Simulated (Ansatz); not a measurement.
**Pressure series in BAs**

The parent structure is BAs in the zinc blende structure (space group F-43m, No. 216; a = 4.7839 Å).

Cell and atoms are relaxed at each pressure.

The values are results of Ansatz (a quantum-chemistry and plane-wave program) r2SCAN, no spin-orbit coupling, not measurements.

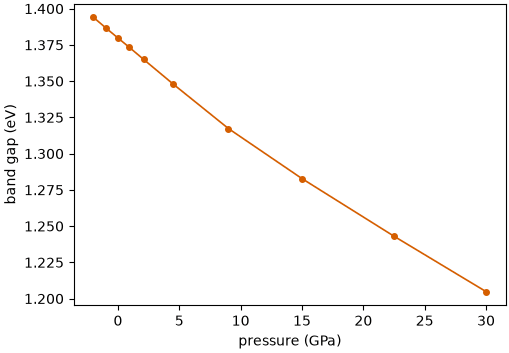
Fig. 1. Band gap against pressure

Problem. From the plot, what is the band gap for pressure 15 GPa?

Solution. About 1.28 eV.

Problem. Is the trend monotonic over the range shown?

Solution. Yes, it falls throughout, spanning 1.20 eV to 1.39 eV.

Load acts through the strain it causes; cell and atoms are relaxed under it. No phonon test of stability was made. No other phases were tried under pressure.
